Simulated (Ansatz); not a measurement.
# Run report: SiNH$_{6}$F, nudged elastic band

SiNH$_{6}$F, computed with RKS PBE0-D4/def2-SVP (Ansatz 0.2.0).

Figures and captions count atoms from 1; the log counts them from 0 in places.

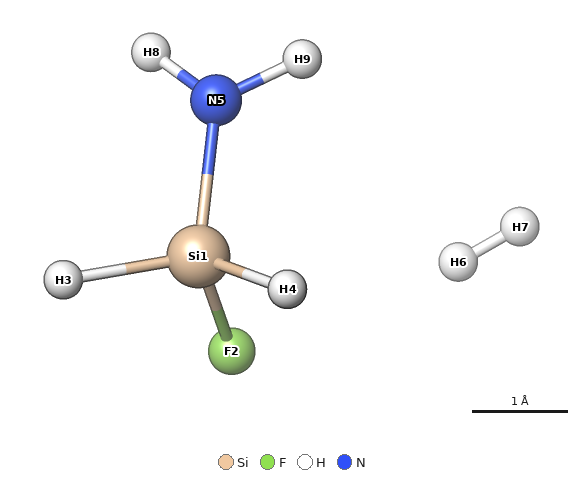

Fig. 1: The structure as given in the input (ball-and-stick view, seen at a tilt; atoms are numbered from 1 in the order of the input). Bond lengths as drawn: F–Si 1.61 Å, H–H 0.75 Å, H–N 1.01 Å, H–Si 1.48 Å and N–Si 1.70 Å.

## Results in brief

| quantity | value |
| --- | --- |
| outcome | converged |
| barrier, forward | 2.111 eV |
| barrier, backward | 0.982 eV |
| dipole moment (one image of the band) | 1.46 D |
| hardware | 2 threads of Arm Neoverse V2, 23 GiB of memory available, shared host |
| wall time | 2.7 min (CPU time 5.1 min) |
| peak memory | 0.4 GiB |

## The input
```yaml
crystal:
  periodic: [false, false, false]
  atoms:
    - {symbol: Si, position_ang: [0.167497, -0.773530, 0.772689]}
    - {symbol: F, position_ang: [1.004105, -1.206500, -0.528435]}
    - {symbol: H, position_ang: [-0.262525, -2.035218, 1.414194]}
    - {symbol: H, position_ang: [1.094619, 0.035212, 1.593545]}
    - {symbol: N, position_ang: [-1.211936, 0.154964, 0.443460]}
    - {symbol: H, position_ang: [1.213867, 1.112180, -1.929162]}
    - {symbol: H, position_ang: [1.208867, 1.845177, -2.072780]}
    - {symbol: H, position_ang: [-2.064100, -0.261658, 0.107355]}
    - {symbol: H, position_ang: [-1.150394, 1.129371, 0.199136]}
basis:
  gaussian: {orbitals: def2-SVP}
hamiltonian: {xc: pbe0, dispersion: d4}
neb:
  images: 5
  climbing: true
  max_iterations: 40
  initial_path: idpp
  final_atoms:
    - {symbol: Si, position_ang: [0.593576, 0.147326, 0.708012]}
    - {symbol: F, position_ang: [-0.115089, -0.817629, -2.380101]}
    - {symbol: H, position_ang: [1.165264, -1.165625, 1.090512]}
    - {symbol: H, position_ang: [0.984949, 1.213848, 1.660525]}
    - {symbol: N, position_ang: [-1.113364, 0.062827, 0.655351]}
    - {symbol: H, position_ang: [0.446098, -0.260089, -1.891111]}
    - {symbol: H, position_ang: [1.250354, 0.506143, -0.605609]}
    - {symbol: H, position_ang: [-1.557705, -0.596091, 0.034524]}
    - {symbol: H, position_ang: [-1.654084, 0.909292, 0.727899]}
```

Run as:
```bash
ansatz run in.yaml --threads 2 --pin off --events-out ev --progress --plain --max-ram 4352MiB
```

## What the program printed
```
Functional definition: PBE0
  name "PBE0"
  cite "Adamo & Barone, J. Chem. Phys. 110, 6158 (1999) doi:10.1063/1.478522"
  cite "Perdew, Burke & Ernzerhof, Phys. Rev. Lett. 77, 3865 (1996) doi:10.1103/PhysRevLett.77.3865"
  parent pbe
  parameter a = 0.25
  parameter kappa = 0.804
  parameter beta = 0.06672455060314922
  exchange = (1 - a)*pbe_x(kappa = kappa, mu = beta*pi^2/3) + a*exact_x
  correlation = pbe_c(beta = beta)
792 factors; integrals over basis functions are off by at most 4.2e-4 eV
mean field evaluation 1: about -12164.8154 eV, gradient 5.3e1 eV
mean field evaluation 2: about -12159.9172 eV, gradient 7.1e1 eV
mean field evaluation 4: about -12170.0525 eV, gradient 1.8e0 eV
mean field evaluation 8: about -12170.0654 eV, gradient 7.7e-2 eV
mean field -12170.06538771 eV, -447.2416538319 hartree, gradient 4.8e-6 eV, S^2 0.000000; 0 other end points of the search recorded, 0 dependent functions left out
the calculation of the forces begins
reference -12170.06541329 eV, -447.2416547718 hartree; 18, 18 occupied and 58, 58 virtual orbitals, 792 factors
794 factors; integrals over basis functions are off by at most 9.2e-4 eV
mean field evaluation 16: about -12163.4623 eV, gradient 5.5e1 eV
mean field -12168.93650861 eV, -447.2001682898 hartree, gradient 8.7e-6 eV, S^2 0.000000; 0 other end points of the search recorded, 0 dependent functions left out
[... from here on the field's lines of each further geometry are left out, up to the last ...]
WARN: NEB end point (image 0): max|allowed force component| = 8.308e-1 eV/Å (the criterion of neb.relax_end_points is 1.000e-2). That is over neb.f_tol: it is no minimum, so the barrier can be far off. Relax it first
WARN: NEB end point (image 6): max|allowed force component| = 2.917e-1 eV/Å (the criterion of neb.relax_end_points is 1.000e-2). That is over neb.f_tol: it is no minimum, so the barrier can be far off. Relax it first
NEB iter   1: max|band force component| = 4.324e0 eV/Å  barrier→ = 5.5433 eV  barrier← = 4.4143 eV  Δτ_max = 0.2000 Å  (172 SCF iters)
NEB iter   2: max|band force component| = 4.253e0 eV/Å  barrier→ = 4.3044 eV  barrier← = 3.1755 eV  Δτ_max = 0.2000 Å  (141 SCF iters)
NEB iter   3: max|band force component| = 7.215e0 eV/Å  barrier→ = 3.0299 eV  barrier← = 1.9009 eV  Δτ_max = 0.1009 Å  (138 SCF iters)
NEB iter   4: max|band force component| = 2.828e0 eV/Å  barrier→ = 2.7120 eV  barrier← = 1.5830 eV  Δτ_max = 0.2000 Å  (128 SCF iters)
NEB iter   5: max|band force component| = 2.119e0 eV/Å  barrier→ = 2.3532 eV  barrier← = 1.2242 eV  Δτ_max = 0.1017 Å  (131 SCF iters)
NEB iter   6: max|band force component| = 8.366e-1 eV/Å  barrier→ = 2.1681 eV  barrier← = 1.0391 eV  Δτ_max = 0.1139 Å  (122 SCF iters)
NEB iter   7: max|band force component| = 7.998e-1 eV/Å  barrier→ = 2.1560 eV  barrier← = 1.0270 eV  CI = image 4  Δτ_max = 0.2000 Å  (124 SCF iters)
NEB iter   8: max|band force component| = 1.378e0 eV/Å  barrier→ = 2.4462 eV  barrier← = 1.3172 eV  CI = image 4  Δτ_max = 0.0981 Å  (126 SCF iters)
NEB iter   9: max|band force component| = 4.798e-1 eV/Å  barrier→ = 2.3492 eV  barrier← = 1.2202 eV  CI = image 4  Δτ_max = 0.1951 Å  (126 SCF iters)
NEB iter  10: max|band force component| = 1.316e0 eV/Å  barrier→ = 2.3152 eV  barrier← = 1.1862 eV  CI = image 4  Δτ_max = 0.0994 Å  (124 SCF iters)
NEB iter  11: max|band force component| = 4.110e-1 eV/Å  barrier→ = 2.2757 eV  barrier← = 1.1467 eV  CI = image 4  Δτ_max = 0.1979 Å  (121 SCF iters)
NEB iter  12: max|band force component| = 2.916e-1 eV/Å  barrier→ = 2.1830 eV  barrier← = 1.0540 eV  CI = image 4  Δτ_max = 0.1987 Å  (132 SCF iters)
NEB iter  13: max|band force component| = 4.306e-1 eV/Å  barrier→ = 2.1367 eV  barrier← = 1.0077 eV  CI = image 4  Δτ_max = 0.1000 Å  (130 SCF iters)
NEB iter  14: max|band force component| = 4.104e-1 eV/Å  barrier→ = 2.1220 eV  barrier← = 0.9930 eV  CI = image 4  Δτ_max = 0.0997 Å  (121 SCF iters)
NEB iter  15: max|band force component| = 3.041e-1 eV/Å  barrier→ = 2.1175 eV  barrier← = 0.9885 eV  CI = image 4  Δτ_max = 0.0996 Å  (122 SCF iters)
NEB iter  16: max|band force component| = 1.928e-1 eV/Å  barrier→ = 2.1163 eV  barrier← = 0.9874 eV  CI = image 4  Δτ_max = 0.0995 Å  (122 SCF iters)
NEB iter  17: max|band force component| = 6.625e-1 eV/Å  barrier→ = 2.1132 eV  barrier← = 0.9843 eV  CI = image 4  Δτ_max = 0.0499 Å  (121 SCF iters)
NEB iter  18: max|band force component| = 2.470e-1 eV/Å  barrier→ = 2.1120 eV  barrier← = 0.9830 eV  CI = image 4  Δτ_max = 0.0550 Å  (118 SCF iters)
NEB iter  19: max|band force component| = 1.773e-1 eV/Å  barrier→ = 2.1115 eV  barrier← = 0.9825 eV  CI = image 4  Δτ_max = 0.0682 Å  (123 SCF iters)
NEB iter  20: max|band force component| = 9.104e-2 eV/Å  barrier→ = 2.1114 eV  barrier← = 0.9824 eV  CI = image 4  Δτ_max = 0.0980 Å  (118 SCF iters)
NEB iter  21: max|band force component| = 9.045e-1 eV/Å  barrier→ = 2.1113 eV  barrier← = 0.9823 eV  CI = image 4  Δτ_max = 0.0501 Å  (120 SCF iters)
NEB iter  22: max|band force component| = 1.721e-1 eV/Å  barrier→ = 2.1113 eV  barrier← = 0.9823 eV  CI = image 4  Δτ_max = 0.0327 Å  (110 SCF iters)
NEB iter  23: max|band force component| = 5.719e-2 eV/Å  barrier→ = 2.1113 eV  barrier← = 0.9823 eV  CI = image 4  Δτ_max = 0.0971 Å  (110 SCF iters)
NEB iter  24: max|band force component| = 7.891e-1 eV/Å  barrier→ = 2.1113 eV  barrier← = 0.9823 eV  CI = image 4  Δτ_max = 0.0500 Å  (105 SCF iters)
NEB iter  25: max|band force component| = 6.090e-2 eV/Å  barrier→ = 2.1113 eV  barrier← = 0.9823 eV  CI = image 4  Δτ_max = 0.0758 Å  (103 SCF iters)
NEB iter  26: max|band force component| = 1.789e-1 eV/Å  barrier→ = 2.1113 eV  barrier← = 0.9823 eV  CI = image 4  Δτ_max = 0.0373 Å  (100 SCF iters)
NEB iter  27: max|band force component| = 3.808e-1 eV/Å  barrier→ = 2.1113 eV  barrier← = 0.9823 eV  CI = image 4  Δτ_max = 0.0190 Å  (99 SCF iters)
the calculation of the forces begins
reference -12168.94423392 eV, -447.2004521899 hartree; 18, 18 occupied and 58, 58 virtual orbitals, 796 factors
these checks for a lower state are left out or cut short: stability, starts, cluster_reference, orbital_swaps, neighbouring_geometries, increment
795 factors; integrals over basis functions are off by at most 9.5e-4 eV
mean field -12168.94667165 eV, -447.2005417748 hartree, gradient 2.9e-6 eV, S^2 0.000000; 0 other end points of the search recorded, 0 dependent functions left out
the calculation of the forces begins
reference -12168.94669461 eV, -447.2005426187 hartree; 18, 18 occupied and 58, 58 virtual orbitals, 795 factors
NEB iter  28: max|band force component| = 3.785e-2 eV/Å  barrier→ = 2.1113 eV  barrier← = 0.9823 eV  CI = image 4  Δτ_max = 0.0000 Å  (907 SCF iters)
```

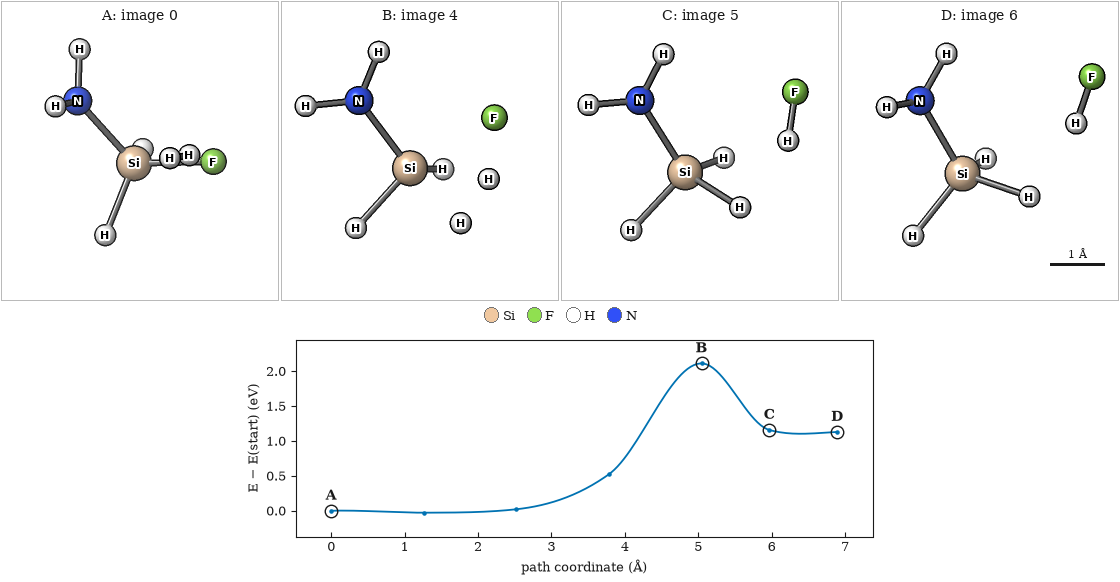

Fig. 2: Images of the last band (counted from 0; ball-and-stick, seen at a tilt) above the energy along the path; the line is a cubic interpolation that uses the forces. The highest image is number 4, 2.111 eV above the start and 0.982 eV above the end (the climbing image); the end lies 1.129 eV above the start. The path is 6.89 Å long. The band converged in 28 iterations. The end points carry forces over 0.1 eV/Å, so they aren't fully relaxed minima and the barriers are approximate.

```
WARN: NEB end point (image 0): the path dips 0.027894 eV below it before the top, so the barrier from the dip is that much higher. The path crosses a lower well, or the end point is a saddle point, which neb.relax_end_points tests for
Total energy: -12168.05005606 eV, -447.1675917595 hartree
Atom 0 at     0.318839    -0.109321     0.413305 Å, force     0.000207     0.000235     0.000085 eV/Å
Atom 1 at     0.108985    -1.183272    -1.203288 Å, force    -0.000085    -0.000053    -0.000115 eV/Å
Atom 2 at     0.599132    -1.361432     1.163200 Å, force     0.000020     0.000031     0.000019 eV/Å
Atom 3 at     0.914969     0.988496     1.252527 Å, force    -0.000051    -0.000040    -0.000031 eV/Å
Atom 4 at    -1.230060     0.534936     0.120720 Å, force    -0.000201    -0.000352    -0.000292 eV/Å
Atom 5 at     1.105669    -0.500460    -1.163193 Å, force     0.000054     0.000082     0.000124 eV/Å
Atom 6 at     1.639337     0.145726    -0.661336 Å, force    -0.000052    -0.000087     0.000029 eV/Å
Atom 7 at    -1.905054     0.108358    -0.500001 Å, force    -0.000067     0.000164     0.000089 eV/Å
Atom 8 at    -1.551816     1.376968     0.578067 Å, force     0.000174     0.000020     0.000093 eV/Å
Dipole moment:    -0.159857     0.257736     0.023336 e Å
```

## The last band as extended XYZ (Å, eV, eV/Å)
```
9
Properties=species:S:1:pos:R:3:forces:R:3 image=0 energy=-12170.16135
Si    0.1675   -0.7735    0.7727   -0.2198   0.1025   0.7194
F     1.0041   -1.2065   -0.5284    0.4961  -0.2314  -0.8308
H    -0.2625   -2.0352    1.4142   -0.0461  -0.1177   0.0795
H     1.0946    0.0352    1.5935    0.0875   0.0718   0.1065
N    -1.2119    0.1550    0.4435   -0.0605   0.0190   0.0961
H     1.2139    1.1122   -1.9292   -0.0021  -0.5336   0.1219
H     1.2089    1.8452   -2.0728   -0.0032   0.5075  -0.1051
H    -2.0641   -0.2617    0.1074   -0.2677  -0.1216  -0.1078
H    -1.1504    1.1294    0.1991    0.0160   0.3036  -0.0797
9
Properties=species:S:1:pos:R:3:forces:R:3 image=1 energy=-12170.18924
Si    0.0332   -0.6139    0.7298   -0.0010  -0.0015   0.0008
F     0.7452   -0.9911   -0.6943    0.0012   0.0010   0.0010
H    -0.1634   -1.9068    1.4348   -0.0011  -0.0006  -0.0002
H     0.9682    0.3141    1.4172   -0.0002  -0.0010   0.0019
N    -1.4829    0.1535    0.5720    0.0008   0.0031  -0.0009
H     1.7512    0.8146   -1.8999    0.0000   0.0005  -0.0009
H     2.0202    1.4704   -2.1787   -0.0003   0.0002  -0.0020
H    -2.3148   -0.3673    0.3200    0.0010  -0.0013   0.0001
H    -1.5570    1.1266    0.2993   -0.0004  -0.0006   0.0002
9
Properties=species:S:1:pos:R:3:forces:R:3 image=2 energy=-12170.14012
Si   -0.0255   -0.4561    0.5382   -0.0161  -0.0145   0.0106
F     0.3933   -1.0539   -0.9265    0.0194   0.0040   0.0105
H     0.0733   -1.6275    1.4452   -0.0565  -0.0208   0.0152
H     0.9235    0.6317    0.8933   -0.0010  -0.0264  -0.0007
N    -1.5899    0.2267    0.5448   -0.0154   0.0020   0.0177
H     1.9505    0.3789   -1.6204    0.0400   0.0308  -0.0171
H     2.4009    0.9849   -1.5272    0.0541   0.0377  -0.0560
H    -2.4109   -0.3021    0.2756   -0.0301  -0.0195   0.0658
H    -1.7151    1.2174    0.3771    0.0055   0.0068  -0.0459
9
Properties=species:S:1:pos:R:3:forces:R:3 image=3 energy=-12169.63817
Si    0.0632   -0.3322    0.4670   -0.1754  -0.1555   0.0424
F     0.1840   -1.1333   -0.9674    0.0087   0.0002   0.1839
H     0.3507   -1.4570    1.3929   -0.2365  -0.0683   0.1876
H     0.9558    0.7883    0.9090    0.0621  -0.1473  -0.2467
N    -1.4686    0.3875    0.3133   -0.1477  -0.0408   0.1084
H     1.6908   -0.0553   -1.4105    0.3807   0.2232  -0.1484
H     2.0566    0.4782   -1.0093    0.2953   0.1378  -0.2253
H    -2.1438    0.0082   -0.3375   -0.1523   0.0068   0.0949
H    -1.6888    1.3157    0.6424   -0.0350   0.0438   0.0033
9
Properties=species:S:1:pos:R:3:forces:R:3 image=4 energy=-12168.05003
Si    0.3188   -0.1093    0.4133    0.0002   0.0002   0.0001
F     0.1090   -1.1833   -1.2033   -0.0001  -0.0001  -0.0001
H     0.5991   -1.3614    1.1632    0.0000   0.0000   0.0000
H     0.9150    0.9885    1.2525   -0.0001   0.0000   0.0000
N    -1.2301    0.5349    0.1207   -0.0002  -0.0004  -0.0003
H     1.1057   -0.5005   -1.1632    0.0001   0.0001   0.0001
H     1.6393    0.1457   -0.6613   -0.0001  -0.0001   0.0000
H    -1.9051    0.1084   -0.5000   -0.0001   0.0002   0.0001
H    -1.5518    1.3770    0.5781    0.0002   0.0000   0.0001
9
Properties=species:S:1:pos:R:3:forces:R:3 image=5 energy=-12169.00358
Si    0.4595    0.1058    0.6186    0.0778   0.0956   0.0952
F     0.0819   -1.3773   -1.6274    0.0163  -0.0685  -0.1620
H     0.6089   -1.2653    1.1849    0.0021   0.0324   0.0064
H     0.9353    1.1309    1.5835   -0.0078   0.0571   0.1549
N    -1.1458    0.5403    0.2063   -0.0065   0.0170   0.0020
H     0.8128   -0.8114   -1.4679   -0.1225  -0.1108  -0.1291
H     1.4903    0.1954   -0.5052   -0.0734   0.0145   0.0559
H    -1.7045    0.0541   -0.4835    0.0951  -0.0423   0.0021
H    -1.5384    1.4274    0.4907    0.0188   0.0051  -0.0253
9
Properties=species:S:1:pos:R:3:forces:R:3 image=6 energy=-12169.03235
Si    0.5196    0.0906    0.7727    0.1582  -0.0829  -0.0533
F    -0.1729   -1.2890   -2.1576    0.0179   0.0675   0.1662
H     0.4615   -1.1983    1.5023    0.0046  -0.1395   0.0647
H     1.2026    1.1396    1.5671    0.0734   0.1011   0.0888
N    -1.0567    0.6337    0.3935   -0.1150  -0.0075   0.1433
H     0.5085   -0.8748   -1.6790   -0.0094  -0.0170  -0.0764
H     1.4069   -0.1631   -0.4248    0.0922  -0.0363  -0.0852
H    -1.6588    0.0524   -0.1693   -0.1662  -0.1770  -0.1864
H    -1.2108    1.6089    0.1952   -0.0558   0.2917  -0.0617
```

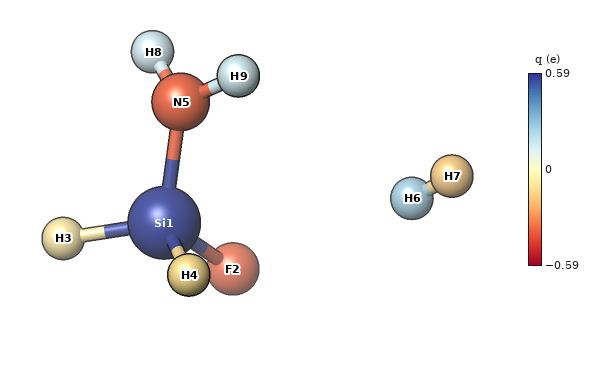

Fig. 3: Mulliken charges, as the colour of each atom (ball-and-stick view, seen at a tilt; atoms are numbered from 1 in the order of the input). By element: Si +0.56, F −0.38, H −0.17 to +0.27 and N −0.38 e.
